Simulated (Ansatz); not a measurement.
**Molecular dynamics of C$_{2}$H$_{4}$BI**

- system: C$_{2}$H$_{4}$BI
- method: RKS BLYP/def2-SVP (Ansatz 0.2.0)

The geometry comes from this level: PBE0-D4/def2-TZVP. Figures and captions count atoms from 1; the log counts them from 0 in places.

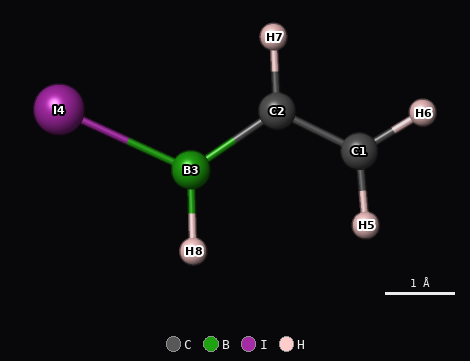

Figure 1. The starting structure (ball-and-stick view, seen on its broad side; atoms are numbered from 1 in the order of the input). Bond lengths as drawn: B–C 1.53 Å, B–H 1.19 Å, B–I 2.12 Å, C–C 1.34 Å and C–H 1.09 Å.

## Summary

| quantity | value |
| --- | --- |
| outcome | finished |
| mean temperature over the second half | 323 K |
| trajectory | 30 steps, 30 fs |
| ensemble | nve |
| temperature in the input | 500 K |
| time step | 1 fs |
| potential energy (last step) | −10910.7904 eV |
| SCF solution under orbital rotations (last step) | stable |
| largest force (length of the vector) (last step) | 2.159 eV/Å |
| dipole moment (last step) | 2.05 D |
| hardware | 2 threads of Intel Xeon @ 3.00GHz, 11 GiB of memory available, shared host |
| wall time | 35 s (CPU time 65 s) |
| peak memory | 0.14 GiB |

So short a trajectory is not equilibrated.

## The input
```yaml
crystal:
  periodic: [false, false, false]
  atoms:
    - {symbol: C, position_ang: [0.833982, 1.025900, 0.234223]}
    - {symbol: C, position_ang: [-0.276385, 0.401761, -0.177967]}
    - {symbol: B, position_ang: [-0.379662, -1.115889, -0.052596]}
    - {symbol: I, position_ang: [-2.117978, -2.150255, -0.690288]}
    - {symbol: H, position_ang: [1.663842, 0.467484, 0.657163]}
    - {symbol: H, position_ang: [0.958828, 2.103133, 0.167696]}
    - {symbol: H, position_ang: [-1.085645, 0.995547, -0.595835]}
    - {symbol: H, position_ang: [0.495218, -1.784882, 0.401706]}
basis:
  gaussian: {orbitals: def2-SVP}
hamiltonian: {xc: {name: BLYP}}
md: {timestep: 1 fs, n_steps: 30, ensemble: nve, temperature: 500, initial_velocities: maxwell_boltzmann, seed: 991}
```

Command:
```bash
ansatz run in.yaml --threads 2 --pin off --events-out ev --progress --plain --max-ram 4352MiB
```

## Output
```
Functional definition: BLYP
  name "BLYP"
  cite "Becke, Phys. Rev. A 38, 3098 (1988) doi:10.1103/PhysRevA.38.3098"
  cite "Lee, Yang & Parr, Phys. Rev. B 37, 785 (1988) doi:10.1103/PhysRevB.37.785"
  parameter beta = 0.0042
  parameter a = 0.04918
  parameter b = 0.132
  parameter c = 0.2533
  parameter d = 0.349
  exchange = b88_x(beta = beta)
  correlation = lyp_c(a = a, b = b, c = c, d = d)
1018 factors; their error is unknown
mean field evaluation 1: about -10893.9910 eV, gradient 7.3e1 eV
mean field evaluation 2: about -10804.5826 eV, gradient 1.7e2 eV
mean field evaluation 4: about -10907.4338 eV, gradient 3.4e1 eV
mean field evaluation 8: about -10911.0503 eV, gradient 1.1e-1 eV
mean field evaluation 16: about -10911.0219 eV, gradient 2.4e-4 eV
mean field -10911.02187501 eV, -400.9726581502 hartree, gradient 2.7e-5 eV, S^2 0.000000; 0 other end points of the search recorded, 0 dependent functions left out
the calculation of the forces begins
reference -10911.02217801 eV, -400.9726692853 hartree; 23, 23 occupied and 65, 65 virtual orbitals, 1018 factors
md step     0: t =     0.00 fs  T =   500.0 K  F+E_penalty+E_count = -10911.02187501 eV  E_kin = 0.387780 eV  conserved = -10910.63409501 eV  (29 SCF iters)
these checks for a lower state are left out or cut short: starts, cluster_reference, orbital_swaps, neighbouring_geometries, increment
1018 factors; their error is unknown
mean field -10910.98599353 eV, -400.9713395304 hartree, gradient 2.0e-5 eV, S^2 0.000000; 0 other end points of the search recorded, 0 dependent functions left out
the calculation of the forces begins
reference -10910.98629646 eV, -400.9713506628 hartree; 23, 23 occupied and 65, 65 virtual orbitals, 1018 factors
md step     1: t =     1.00 fs  T =   458.1 K  F+E_penalty+E_count = -10910.98599353 eV  E_kin = 0.355319 eV  conserved = -10910.63067456 eV  (31 SCF iters)
[... from here on the SCF iterations and repeated set-up lines of each step are left out, up to the last step ...]
md step     2: t =     2.00 fs  T =   426.1 K  F+E_penalty+E_count = -10910.95897592 eV  E_kin = 0.330474 eV  conserved = -10910.62850190 eV  (30 SCF iters)
md step     3: t =     3.00 fs  T =   437.7 K  F+E_penalty+E_count = -10910.97097963 eV  E_kin = 0.339457 eV  conserved = -10910.63152263 eV  (32 SCF iters)
md step     4: t =     4.00 fs  T =   446.2 K  F+E_penalty+E_count = -10910.98047936 eV  E_kin = 0.346072 eV  conserved = -10910.63440717 eV  (32 SCF iters)
md step     5: t =     5.00 fs  T =   401.4 K  F+E_penalty+E_count = -10910.94437395 eV  E_kin = 0.311314 eV  conserved = -10910.63305972 eV  (31 SCF iters)
md step     6: t =     6.00 fs  T =   320.8 K  F+E_penalty+E_count = -10910.87874083 eV  E_kin = 0.248807 eV  conserved = -10910.62993387 eV  (32 SCF iters)
md step     7: t =     7.00 fs  T =   259.1 K  F+E_penalty+E_count = -10910.82912924 eV  E_kin = 0.200936 eV  conserved = -10910.62819347 eV  (32 SCF iters)
md step     8: t =     8.00 fs  T =   249.4 K  F+E_penalty+E_count = -10910.82232235 eV  E_kin = 0.193422 eV  conserved = -10910.62890080 eV  (33 SCF iters)
md step     9: t =     9.00 fs  T =   278.9 K  F+E_penalty+E_count = -10910.84765278 eV  E_kin = 0.216276 eV  conserved = -10910.63137672 eV  (32 SCF iters)
md step    10: t =    10.00 fs  T =   302.0 K  F+E_penalty+E_count = -10910.86776804 eV  E_kin = 0.234190 eV  conserved = -10910.63357853 eV  (32 SCF iters)
md step    11: t =    11.00 fs  T =   282.4 K  F+E_penalty+E_count = -10910.85183559 eV  E_kin = 0.219030 eV  conserved = -10910.63280509 eV  (32 SCF iters)
md step    12: t =    12.00 fs  T =   239.6 K  F+E_penalty+E_count = -10910.81487204 eV  E_kin = 0.185857 eV  conserved = -10910.62901490 eV  (32 SCF iters)
md step    13: t =    13.00 fs  T =   237.8 K  F+E_penalty+E_count = -10910.81217819 eV  E_kin = 0.184466 eV  conserved = -10910.62771224 eV  (31 SCF iters)
md step    14: t =    14.00 fs  T =   296.0 K  F+E_penalty+E_count = -10910.86110953 eV  E_kin = 0.229542 eV  conserved = -10910.63156759 eV  (32 SCF iters)
md step    15: t =    15.00 fs  T =   351.7 K  F+E_penalty+E_count = -10910.90726257 eV  E_kin = 0.272744 eV  conserved = -10910.63451815 eV  (32 SCF iters)
md step    16: t =    16.00 fs  T =   351.1 K  F+E_penalty+E_count = -10910.90545747 eV  E_kin = 0.272295 eV  conserved = -10910.63316255 eV  (32 SCF iters)
md step    17: t =    17.00 fs  T =   312.0 K  F+E_penalty+E_count = -10910.87215212 eV  E_kin = 0.241999 eV  conserved = -10910.63015346 eV  (32 SCF iters)
md step    18: t =    18.00 fs  T =   287.8 K  F+E_penalty+E_count = -10910.85171637 eV  E_kin = 0.223215 eV  conserved = -10910.62850143 eV  (29 SCF iters)
md step    19: t =    19.00 fs  T =   309.9 K  F+E_penalty+E_count = -10910.86963984 eV  E_kin = 0.240308 eV  conserved = -10910.62933149 eV  (32 SCF iters)
md step    20: t =    20.00 fs  T =   362.6 K  F+E_penalty+E_count = -10910.91322110 eV  E_kin = 0.281180 eV  conserved = -10910.63204144 eV  (32 SCF iters)
md step    21: t =    21.00 fs  T =   396.8 K  F+E_penalty+E_count = -10910.94196349 eV  E_kin = 0.307729 eV  conserved = -10910.63423489 eV  (32 SCF iters)
md step    22: t =    22.00 fs  T =   378.3 K  F+E_penalty+E_count = -10910.92618764 eV  E_kin = 0.293391 eV  conserved = -10910.63279686 eV  (31 SCF iters)
md step    23: t =    23.00 fs  T =   337.0 K  F+E_penalty+E_count = -10910.89024329 eV  E_kin = 0.261386 eV  conserved = -10910.62885733 eV  (31 SCF iters)
md step    24: t =    24.00 fs  T =   336.2 K  F+E_penalty+E_count = -10910.88971359 eV  E_kin = 0.260727 eV  conserved = -10910.62898613 eV  (32 SCF iters)
md step    25: t =    25.00 fs  T =   372.9 K  F+E_penalty+E_count = -10910.92229302 eV  E_kin = 0.289181 eV  conserved = -10910.63311241 eV  (31 SCF iters)
md step    26: t =    26.00 fs  T =   380.0 K  F+E_penalty+E_count = -10910.92920938 eV  E_kin = 0.294737 eV  conserved = -10910.63447202 eV  (32 SCF iters)
md step    27: t =    27.00 fs  T =   328.3 K  F+E_penalty+E_count = -10910.88674790 eV  E_kin = 0.254593 eV  conserved = -10910.63215444 eV  (31 SCF iters)
md step    28: t =    28.00 fs  T =   253.9 K  F+E_penalty+E_count = -10910.82633569 eV  E_kin = 0.196898 eV  conserved = -10910.62943812 eV  (32 SCF iters)
md step    29: t =    29.00 fs  T =   207.1 K  F+E_penalty+E_count = -10910.78906315 eV  E_kin = 0.160585 eV  conserved = -10910.62847804 eV  (32 SCF iters)
these checks for a lower state are left out or cut short: starts, cluster_reference, orbital_swaps, neighbouring_geometries, increment
1018 factors; their error is unknown
mean field -10910.79012751 eV, -400.9641415867 hartree, gradient 2.6e-5 eV, S^2 0.000000; 0 other end points of the search recorded, 0 dependent functions left out
the calculation of the forces begins
reference -10910.79043404 eV, -400.9641528517 hartree; 23, 23 occupied and 65, 65 virtual orbitals, 1018 factors
1018 factors; their error is unknown
mean field evaluation 256: about -10910.7743 eV, gradient 4.2e0 eV
mean field -10910.79012751 eV, -400.9641415867 hartree, gradient 2.7e-5 eV, S^2 0.000000; 1 other end points of the search recorded, 0 dependent functions left out
the calculation of the forces begins
reference -10910.79043404 eV, -400.9641528517 hartree; 23, 23 occupied and 65, 65 virtual orbitals, 1018 factors
md step    30: t =    30.00 fs  T =   206.9 K  F+E_penalty+E_count = -10910.79012751 eV  E_kin = 0.160432 eV  conserved = -10910.62969534 eV  (30 SCF iters)
```

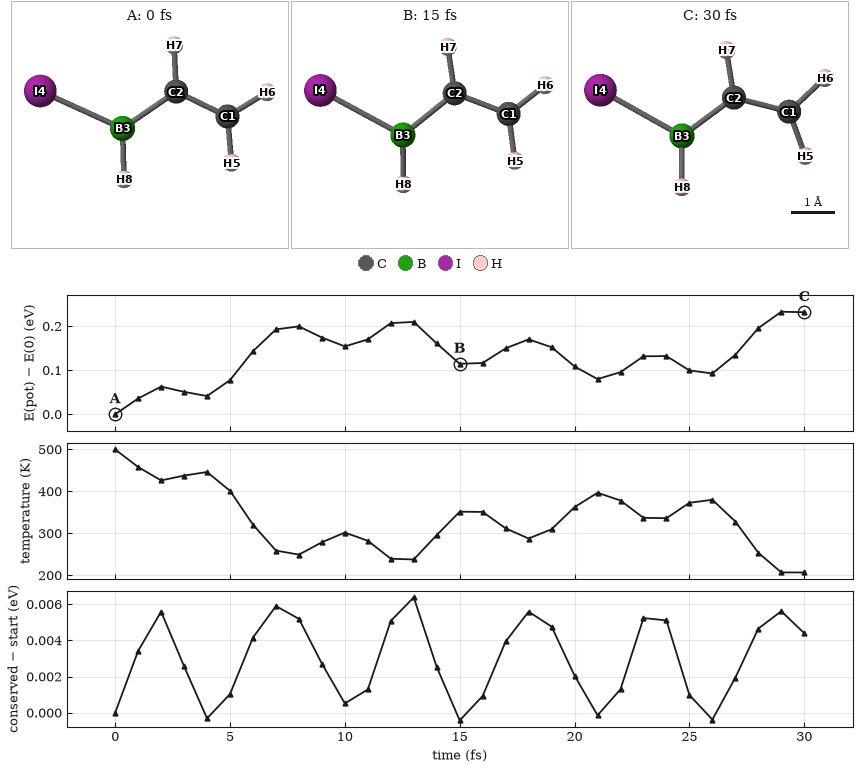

Figure 2. Frames of the molecular dynamics (ball-and-stick, seen on its broad side) above the curves, on which the letters mark them. The trajectory kept here has 31 frames over 30 fs. The temperature starts at 500 K, ranges from 207 to 500 K and averages 323 K over the second half. The potential energy ends 0.232 eV above its first value. The conserved quantity stays within 0.0068 eV. After an unweighted best fit of the last frame on the first, the root-mean-square displacement is 0.24 Å.

```
Total energy: -10910.79043404 eV, -400.9641528517 hartree
Atom 0 at     0.822956     1.116679     0.093418 Å, force     0.077549     0.869023    -0.159392 eV/Å
Atom 1 at    -0.277262     0.290095    -0.001733 Å, force     0.324337     1.844894    -1.073862 eV/Å
Atom 2 at    -0.293155    -1.221083     0.077540 Å, force    -0.527069    -0.577995     1.129883 eV/Å
Atom 3 at    -2.123046    -2.140557    -0.704414 Å, force     0.336837    -0.186251    -0.019193 eV/Å
Atom 4 at     1.844458     0.803102     0.424216 Å, force    -0.516526    -0.216541    -0.112260 eV/Å
Atom 5 at     0.801812     2.236465    -0.204272 Å, force    -0.234852    -1.450720     0.455635 eV/Å
Atom 6 at    -1.196410     0.799710    -0.416432 Å, force     0.536510    -0.308380     0.369031 eV/Å
Atom 7 at     0.434589    -1.901972     0.787874 Å, force     0.003214     0.025971    -0.589842 eV/Å
Dipole moment:     0.245999     0.348017     0.013558 e Å
```

## Trajectory as extended XYZ (Å, eV, eV/Å), 12 of the 31 frames kept, from step=0 to step=30
```
8
Properties=species:S:1:pos:R:3:forces:R:3 step=0 time_fs=0.0 energy=-10911.02188 temperature=500.0
C     0.8340    1.0259    0.2342    0.4927   0.3756   0.1716
C    -0.2764    0.4018   -0.1780   -0.4821  -0.5304  -0.1497
B    -0.3797   -1.1159   -0.0526    0.0258   0.0978   0.0000
I    -2.1180   -2.1503   -0.6903   -0.4878  -0.3356  -0.1739
H     1.6638    0.4675    0.6572    0.4665  -0.2630   0.2319
H     0.9588    2.1031    0.1677    0.1005   0.5909  -0.0224
H    -1.0856    0.9955   -0.5958   -0.4202   0.3131  -0.2176
H     0.4952   -1.7849    0.4017    0.3046  -0.2483   0.1601
8
Properties=species:S:1:pos:R:3:forces:R:3 step=3 time_fs=3.0 energy=-10910.97098 temperature=437.7
C     0.8337    1.0348    0.2192    0.1798  -0.9263   0.2211
C    -0.2903    0.3882   -0.1777    0.6679  -0.2574   0.6533
B    -0.3673   -1.1272   -0.0072    0.2202  -0.3142  -0.4681
I    -2.1185   -2.1486   -0.6923   -0.3572  -0.2843  -0.0068
H     1.7003    0.5366    0.6728    0.0195  -0.4330  -0.0090
H     0.9825    2.0820    0.1438   -0.0469   1.6716  -0.2338
H    -1.1128    0.9729   -0.5651   -0.5501   0.3847  -0.3543
H     0.5595   -1.8389    0.3216   -0.1332   0.1588   0.1978
8
Properties=species:S:1:pos:R:3:forces:R:3 step=5 time_fs=5.0 energy=-10910.94437 temperature=401.4
C     0.8342    1.0376    0.2100    0.6127   0.7434   0.2074
C    -0.2973    0.3779   -0.1751    0.2899   0.6002   0.5889
B    -0.3582   -1.1358    0.0211    0.3713  -0.5943  -0.7606
I    -2.1189   -2.1476   -0.6937   -0.2621  -0.2573   0.0959
H     1.7292    0.5621    0.6847   -0.5398  -0.2299  -0.3215
H     0.9970    2.1434    0.1179   -0.3982  -0.4224  -0.0996
H    -1.1576    0.9767   -0.5615    0.3866  -0.2795   0.0453
H     0.5991   -1.8702    0.2777   -0.4605   0.4398   0.2443
8
Properties=species:S:1:pos:R:3:forces:R:3 step=8 time_fs=8.0 energy=-10910.82232 temperature=249.4
C     0.8383    1.0468    0.1972   -0.0036   1.4823  -0.1506
C    -0.3060    0.3664   -0.1677    0.5808   0.9886   0.8036
B    -0.3423   -1.1526    0.0582    0.0754  -0.3193  -1.2408
I    -2.1198   -2.1463   -0.6956   -0.1207  -0.2332   0.2205
H     1.7338    0.5844    0.6791   -0.4772  -0.1991  -0.3261
H     0.9895    2.1953    0.0735   -0.4717  -1.5470   0.0568
H    -1.1928    0.9596   -0.5512    0.7890  -0.5307   0.2000
H     0.6260   -1.8859    0.2312   -0.3719   0.3584   0.4364
8
Properties=species:S:1:pos:R:3:forces:R:3 step=11 time_fs=11.0 energy=-10910.85184 temperature=282.4
C     0.8418    1.0651    0.1834   -1.5148  -0.7395  -0.4064
C    -0.3098    0.3612   -0.1542    2.0291   0.0429   1.4307
B    -0.3262   -1.1715    0.0854   -0.6761   0.5755  -1.5773
I    -2.1207   -2.1452   -0.6974    0.0152  -0.2188   0.3002
H     1.7030    0.5877    0.6486    0.3262  -0.3805   0.0692
H     0.9446    2.1354    0.0317   -0.0444   0.6272  -0.1294
H    -1.1714    0.9045   -0.5284   -0.3927   0.2812  -0.2964
H     0.6248   -1.8742    0.2221    0.2576  -0.1881   0.6092
8
Properties=species:S:1:pos:R:3:forces:R:3 step=14 time_fs=14.0 energy=-10910.86111 temperature=296.0
C     0.8356    1.0783    0.1671   -1.0982  -1.7834  -0.0244
C    -0.3001    0.3567   -0.1309    1.3117  -0.3648   1.0484
B    -0.3150   -1.1863    0.1002   -0.7047   0.7956  -1.5044
I    -2.1216   -2.1441   -0.6991    0.1569  -0.1899   0.3373
H     1.6930    0.5633    0.6200    0.2227   0.0935  -0.0243
H     0.8948    2.1235   -0.0212    0.2331   1.4091  -0.1790
H    -1.1748    0.8675   -0.5270   -0.3469   0.2953  -0.2180
H     0.6411   -1.8753    0.2641    0.2253  -0.2554   0.5646
8
Properties=species:S:1:pos:R:3:forces:R:3 step=16 time_fs=16.0 energy=-10910.90546 temperature=351.1
C     0.8267    1.0804    0.1559    0.0770   0.2360  -0.0019
C    -0.2879    0.3524   -0.1109   -0.5073  -0.2611   0.1739
B    -0.3107   -1.1927    0.1033   -0.2029   0.4293  -1.1902
I    -2.1221   -2.1435   -0.7000    0.2462  -0.1643   0.3388
H     1.6985    0.5483    0.6008   -0.0758   0.5115  -0.1890
H     0.8716    2.1811   -0.0649    0.2184  -0.6359   0.2430
H    -1.1956    0.8581   -0.5376    0.5351  -0.1818   0.2528
H     0.6633   -1.8881    0.3193   -0.2906   0.0663   0.3725
8
Properties=species:S:1:pos:R:3:forces:R:3 step=19 time_fs=19.0 energy=-10910.86964 temperature=309.9
C     0.8147    1.0858    0.1391    1.1387   1.4951   0.0547
C    -0.2738    0.3440   -0.0805   -1.8014  -0.5897  -0.5663
B    -0.3051   -1.1997    0.1005    0.2747   0.0016  -0.5516
I    -2.1228   -2.1427   -0.7012    0.3486  -0.1345   0.3048
H     1.7020    0.5630    0.5592    0.0329   0.5668  -0.1064
H     0.8520    2.2141   -0.1111    0.1596  -1.4798   0.4398
H    -1.1872    0.8304   -0.5336    0.6023  -0.2071   0.4066
H     0.6713   -1.8999    0.4258   -0.7555   0.3476   0.0184
8
Properties=species:S:1:pos:R:3:forces:R:3 step=22 time_fs=22.0 energy=-10910.92619 temperature=378.3
C     0.8100    1.1000    0.1229    0.7436  -0.7603   0.4375
C    -0.2710    0.3314   -0.0535   -0.4474  -0.9186  -0.3027
B    -0.2979   -1.2064    0.0932   -0.0636   0.0842  -0.0598
I    -2.1232   -2.1420   -0.7023    0.4052  -0.1270   0.2328
H     1.7114    0.6228    0.5099    0.5280   0.1056   0.1863
H     0.8459    2.1424   -0.1248    0.0506   1.0529  -0.1758
H    -1.1381    0.7904   -0.5004   -0.8212   0.5040  -0.2015
H     0.6198   -1.8855    0.5353   -0.3953   0.0591  -0.1167
8
Properties=species:S:1:pos:R:3:forces:R:3 step=25 time_fs=25.0 energy=-10910.92229 temperature=372.9
C     0.8109    1.1097    0.1098    0.6339  -1.2135   0.5083
C    -0.2722    0.3129   -0.0292   -0.0875   0.1450  -0.6777
B    -0.2914   -1.2124    0.0852   -0.7413   0.2133   0.1849
I    -2.1234   -2.1414   -0.7031    0.4254  -0.1397   0.1409
H     1.7601    0.6942    0.4740    0.1989  -0.0621   0.1144
H     0.8432    2.1461   -0.1505   -0.1762   1.1883  -0.2549
H    -1.1461    0.7865   -0.4781   -0.4996   0.2750  -0.0030
H     0.5365   -1.8676    0.6367    0.2464  -0.4063  -0.0130
8
Properties=species:S:1:pos:R:3:forces:R:3 step=27 time_fs=27.0 energy=-10910.88675 temperature=328.3
C     0.8141    1.1111    0.1031    0.7718   0.5414   0.0884
C    -0.2733    0.3006   -0.0154   -0.4670   1.2395  -1.1649
B    -0.2900   -1.2155    0.0806   -0.8241  -0.0563   0.4841
I    -2.1234   -2.1410   -0.7037    0.4104  -0.1564   0.0754
H     1.8045    0.7394    0.4562   -0.3437  -0.0372  -0.0654
H     0.8345    2.2095   -0.1805   -0.2838  -0.8857   0.2733
H    -1.1794    0.7996   -0.4658    0.4447  -0.2634   0.4359
H     0.4887   -1.8720    0.7026    0.2917  -0.3818  -0.1268
8
Properties=species:S:1:pos:R:3:forces:R:3 step=30 time_fs=30.0 energy=-10910.79013 temperature=206.9
C     0.8230    1.1167    0.0934    0.0775   0.8690  -0.1594
C    -0.2773    0.2901   -0.0017    0.3243   1.8449  -1.0739
B    -0.2932   -1.2211    0.0775   -0.5271  -0.5780   1.1299
I    -2.1230   -2.1406   -0.7044    0.3368  -0.1863  -0.0192
H     1.8445    0.8031    0.4242   -0.5165  -0.2165  -0.1123
H     0.8018    2.2365   -0.2043   -0.2349  -1.4507   0.4556
H    -1.1964    0.7997   -0.4164    0.5365  -0.3084   0.3690
H     0.4346   -1.9020    0.7879    0.0032   0.0260  -0.5898
```
